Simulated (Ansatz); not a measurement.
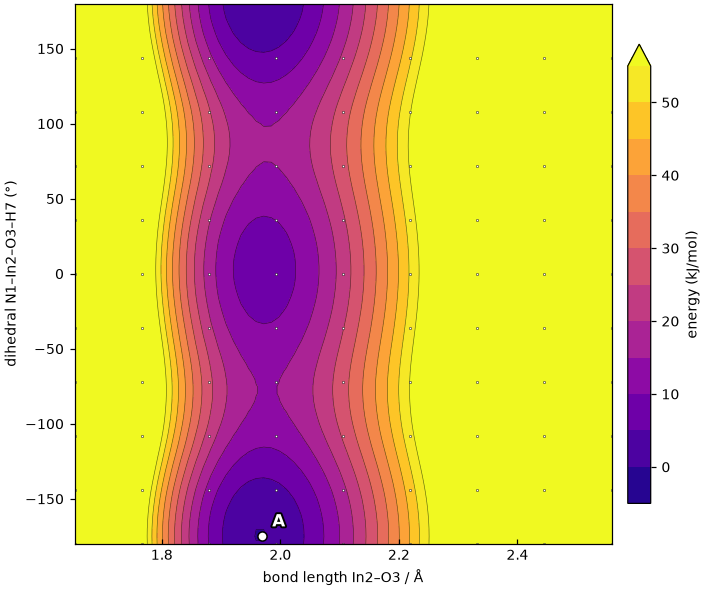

ClH₃InNO, SMILES [NH2][In]([OH])[Cl]. The first coordinate is: bond length In2–O3; the second: dihedral N1–In2–O3–H7. Nothing is relaxed (all other coordinates rigid). The scan uses a 9 × 10 grid. Energies: kJ/mol, counted from the relaxed molecule at the same level. The restricted reference is unstable at some or all points, so the energies there are unreliable. The calculation used RHF-MP2, frozen core/def2-TZVP (Ansatz).

In the figure: filled contours, dots at the grid points, one colour for all values above the top of the scale, the well A. Between grid points the surface is interpolated.

> Where is the minimum, and how stiff is the well along each coordinate? Take the well at A.

The interpolated minimum is at bond length In2–O3 ≈ 1.968 Å, dihedral N1–In2–O3–H7 ≈ −174°. The curvatures there are about 22 eV/Å² and 0.27 eV/rad², with a cross term of about 0 eV/(Å·rad). Round the minimum the two coordinates are nearly uncoupled. (1 eV is 96.5 kJ/mol.)
